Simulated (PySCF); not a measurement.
# C6H9NSi (charge +1): EPR calculation

- system: C6H9NSi, charge +1, multiplicity 2
- method: UKS B3LYP, pcH-1 on C H N Si, non-relativistic, mean-field spin-orbit, GIAO (PySCF 2.14.0)

It belongs to a series of runs on one base structure; here: electron removed.

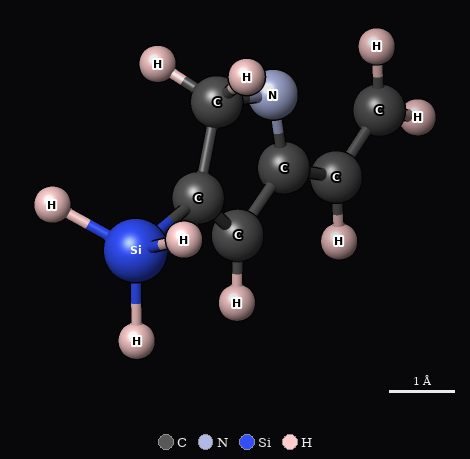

*The structure (ball-and-stick view, seen at a tilt).*

Bond lengths as drawn: C–C 1.34 to 1.51 Å, C–H 1.07 to 1.10 Å, C–N 1.30 to 1.40 Å, C–Si 1.91 Å and H–Si 1.46 to 1.47 Å.

Input file:
```
{"job": {"kind": "epr", "basis": "pcH-1"}, "charge": 1, "multiplicity": 2}
C     -3.425968    -0.181734     0.360701
C     -2.366557    -0.281103    -0.451545
C     -1.016374    -0.140258     0.026175
N     -0.702423     0.085764     1.271920
C      0.676010     0.136046     1.489124
C      1.235458     0.029039     0.096060
Si     3.096850     0.269617    -0.278448
C      0.197556    -0.167551    -0.756326
H     -3.298806     0.026363     1.412073
H     -4.432702    -0.301501    -0.001293
H     -2.482639    -0.469793    -1.509779
H      0.996916    -0.698169     2.122367
H      0.961817     1.056885     2.005867
H      3.757725    -0.736605     0.550891
H      3.057318     0.047602    -1.732099
H      3.494018     1.631999     0.064691
H      0.244803    -0.294571    -1.820733
```

The first line tells a small driver script what to run in PySCF; the rest is the geometry in Å.

Launched with:
```bash
OMP_NUM_THREADS=1 python <driver script> task.json out
```

What the program printed:
```
UKS, coarse grid
  cycle   1  E = -577.93124231  |g| = 2.32e-01
  cycle   2  E = -577.92210081  |g| = 2.51e-01
  cycle   3  E = -577.94834108  |g| = 1.14e-01
  cycle   4  E = -577.95493523  |g| = 4.86e-02
  cycle   5  E = -577.95621118  |g| = 1.83e-02
  cycle   6  E = -577.95644383  |g| = 9.13e-03
  cycle   7  E = -577.95654414  |g| = 3.95e-03
  cycle   8  E = -577.95661333  |g| = 2.97e-03
  cycle   9  E = -577.95664375  |g| = 2.05e-03
  cycle  10  E = -577.95667610  |g| = 2.21e-03
  cycle  11  E = -577.95670585  |g| = 1.33e-03
  cycle  12  E = -577.95672526  |g| = 8.85e-04
  cycle  13  E = -577.95672718  |g| = 5.22e-04
UKS, final grid
  cycle   1  E = -577.95667691  |g| = 1.08e-03
  cycle   2  E = -577.95667349  |g| = 2.58e-03
  cycle   3  E = -577.95667764  |g| = 1.56e-04
  cycle   4  E = -577.95667765  |g| = 3.43e-05
  cycle   5  E = -577.95667765  |g| = 2.73e-05
E = -577.95667765 Eh   <S^2> = 0.7627 (exact 0.7500)
g shifts (ppm)      1          2          3
  rmc          -188       -188       -188
  gc              4         20         38
  oz_so         222        990       5784
  total          39        822       5634
hyperfine (MHz)  atom isotope    a_iso     a_fc   dipolar eigenvalues
    0   13C       7.47       7.46    -11.33    -10.25     21.59
    1   13C       2.06       2.08     -6.07     -5.63     11.70
    2   13C     -11.34     -11.30    -10.02      0.92      9.09
    3   14N      35.45      35.21    -30.29    -28.42     58.72
    4   13C     -19.16     -19.20     -4.13     -1.82      5.95
    5   13C      12.48      12.62    -17.53    -17.31     34.84
    6  29Si      12.54      12.55     -3.43      1.36      2.07
    7   13C       8.91       8.99     -7.48     -5.57     13.05
    8    1H      -7.47      -7.47     -3.88     -0.01      3.89
    9    1H      -8.46      -8.47     -5.97     -1.73      7.70
   10    1H      -5.71      -5.70     -3.05     -2.01      5.07
   11    1H      42.09      42.07     -5.66     -2.56      8.22
   12    1H      10.48      10.46     -5.64     -1.17      6.81
   13    1H      27.96      27.96     -1.52     -0.18      1.69
   14    1H      12.28      12.28     -1.50     -0.61      2.11
   15    1H      26.88      26.88     -1.32     -0.87      2.19
   16    1H      -5.52      -5.50     -4.42     -2.14      6.56
```

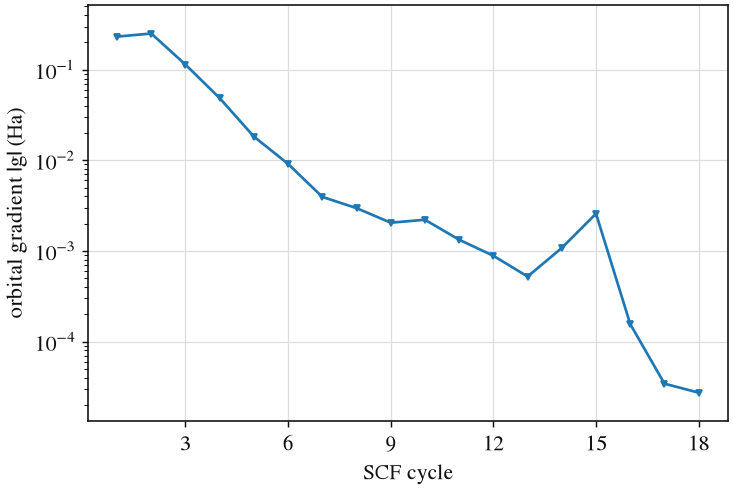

*Convergence of the self-consistent field: orbital gradient |g| against the SCF cycle.*

All cycles printed in the log are drawn one after another.

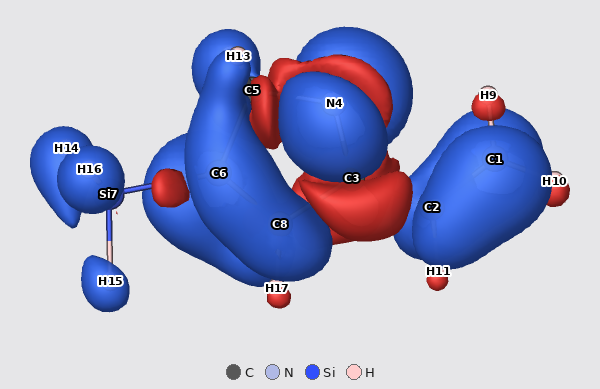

*Isosurfaces of the spin density (α minus β) at +0.004 (blue) and −0.004 e/Å³ (red), seen face on.*

The unpaired spin (1 electron) lies mostly on N4 (about 0.5), C6 (about 0.1), C1 (about 0.1) and C8 (about 0.1), in electrons by Hirshfeld's partition.

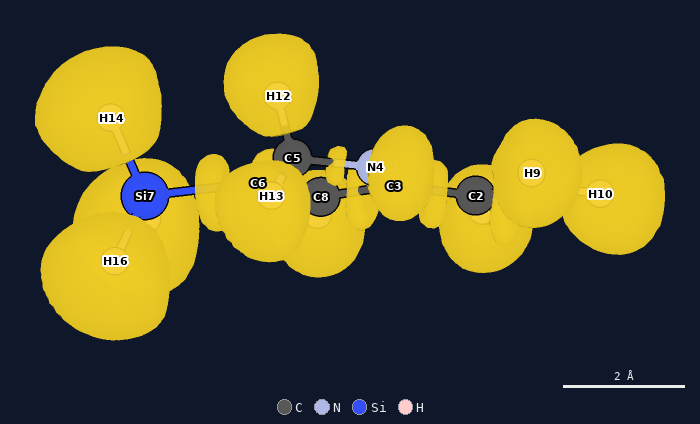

*Isosurface of the ELF at 0.85 (yellow), seen from the side. Core shells and regions of very low density are left out.*

Profiles from the grid: C–N (1.30 Å): the ELF peaks at about 0.95 between the atoms (a double or triple bond). C–C (1.34 Å): the ELF peaks at about 0.95 between the atoms; a multiple bond by its length, whose ELF region spreads away from the axis.

Key numbers:

```json
{"quantity": "outcome", "value": "converged"}
{"quantity": "total energy", "value": "−577.956678 hartree"}
{"quantity": "⟨S²⟩", "value": "0.763"}
{"quantity": "isotropic g", "value": "2.0045"}
{"quantity": "hardware", "value": "1 CPU thread, shared host"}
{"quantity": "wall time", "value": "2.2 min"}
{"quantity": "peak memory", "value": "0.97 GiB"}
```
